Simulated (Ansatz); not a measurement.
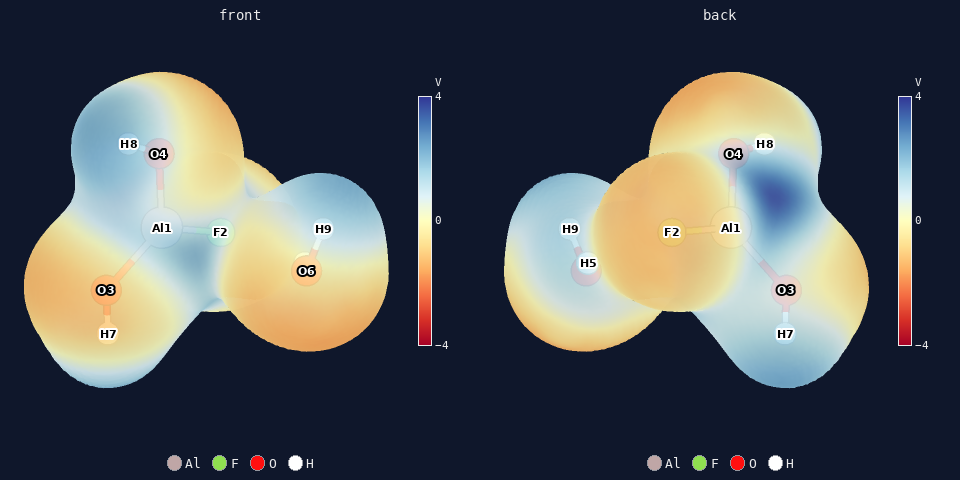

The picture shows: AlFH$_{2}$O$_{2}$···H$_{2}$O. The electrostatic potential painted on the density surface at 0.002 e/bohr³, seen from the front and from behind; the colour scale runs from red (negative) to blue (positive).

Not at a stationary point (largest force 1.7 eV/Å).

All numbers below come from RKS B3LYP/def2-SVP (Ansatz).

```yaml
atoms:
  - { symbol: Al, position_ang: [-0.7982, 0.3994, 0.1884] }
  - { symbol: F, position_ang: [0.1513, 1.5162, -0.7341] }
  - { symbol: O, position_ang: [-2.0591, -0.4670, -0.5293] }
  - { symbol: O, position_ang: [-0.4780, 0.3744, 1.8479] }
  - { symbol: H, position_ang: [1.8560, 0.1992, -1.0583] }
  - { symbol: O, position_ang: [1.9952, -0.7158, -0.7644] }
  - { symbol: H, position_ang: [-2.2409, -0.5087, -1.4722] }
  - { symbol: H, position_ang: [-0.9412, -0.1860, 2.4764] }
  - { symbol: H, position_ang: [2.5147, -0.6118, 0.0456] }
```

Q: Which sites attract a positive test charge, and which a negative one?

A: A positive charge is drawn to the negative regions and a negative charge to the positive ones. The most negative region (about −1.6 V) lies over O6, the most positive (about +3.3 V) over Al1. O6 is the likeliest acceptor of a hydrogen bond.
